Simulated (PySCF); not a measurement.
**C3H7FO2Si (SMILES FC[SiH]1OCCO1): density, localisation and related maps**

Input file:

```
{"job": {"kind": "nmr", "xc": "PBE0", "basis": "pcSseg-1"}, "charge": 0, "multiplicity": 1}
F      2.837393    -1.428199    -0.881448
C      2.238732    -0.357910    -0.246770
Si     0.485451    -0.819178     0.268386
O     -0.190217     0.332365     1.282959
C     -1.198927     1.042085     0.586754
C     -1.709786     0.129798    -0.537046
O     -0.611498    -0.642280    -0.985324
H      2.834812    -0.082096     0.642777
H      2.235242     0.514936    -0.923106
H      0.485253    -2.171796     0.883419
H     -0.777935     1.975160     0.167608
H     -2.004975     1.318739     1.284516
H     -2.118505     0.711915    -1.377888
H     -2.510737    -0.535739    -0.164009
```

Launched as:

```sh
OMP_NUM_THREADS=1 python probes_run.py task.json out
```

Geometry: PBE0-D3(BJ)/def2-SVP.

These are results of PBE0/pcSseg-1, SCF density, gas phase, non-relativistic in PySCF 2.14.0, not measurements.

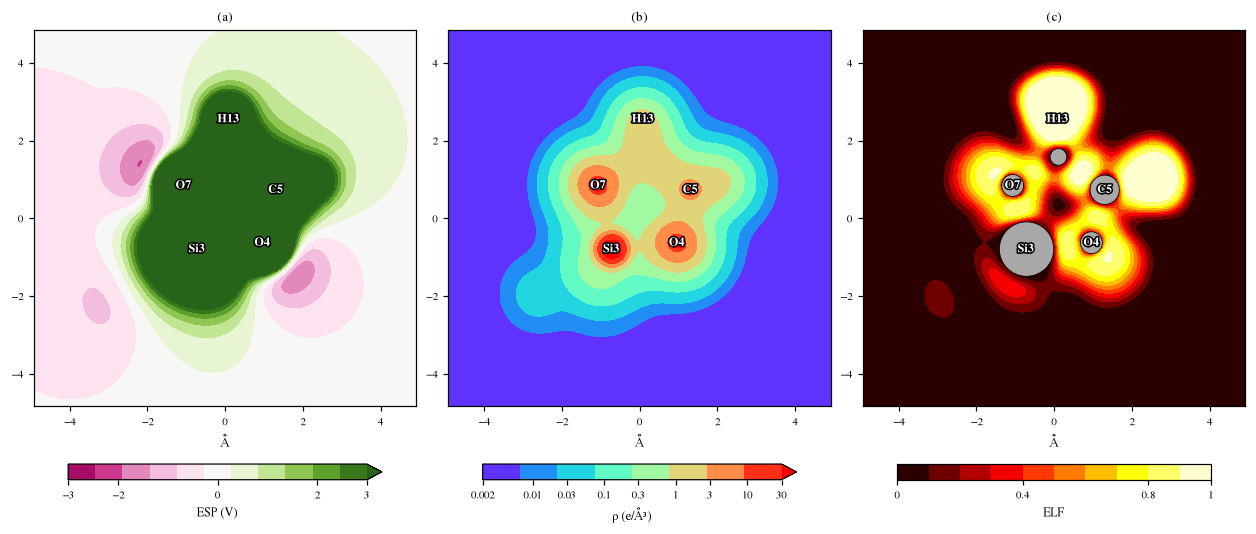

Figure 1. (a) molecular electrostatic potential; (b) total electron density; (c) ELF on the plane of atoms O4, Si3 and O7. Grey discs cover the atomic cores in the ELF map.

> Interpret the plot.

- Atoms in the plane: Si, O, C and H.
- C–O (1.42 Å): the density is about 2 e/Å³ at the midpoint, with its minimum of 1.7 e/Å³ about 0.5 Å from C; the ELF peaks at about 0.85 between the atoms: a shared but strongly polarised pair.
- Si–O (1.68 Å): ρ at the midpoint is about 1.1 e/Å³; the ELF peaks at about 0.85 between the atoms: a polar covalent bond.
- The ELF also peaks beside O4 and O7, away from the bonds: lone-pair regions.
- Outside the dense part of the molecule the potential is most negative (−1.9 V) near O7.

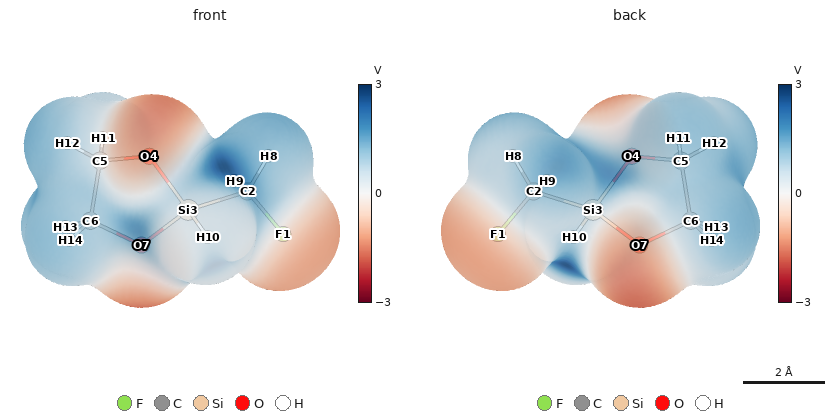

Figure 2. The molecular electrostatic potential painted on the density surface at 0.004 e/bohr³, seen from the front and from behind; the colour scale runs from red (negative) to blue (positive).

> Where is the surface potential most negative and most positive?

The most negative region (about −1.6 V, or −37 kcal/mol for a unit charge) lies over O7, the most positive (about +2.6 V, or +60 kcal/mol for a unit charge) over Si3. O7 is the likeliest acceptor of a hydrogen bond.

> What dipole moment does the calculation give?

Its dipole moment is 2.64 D.
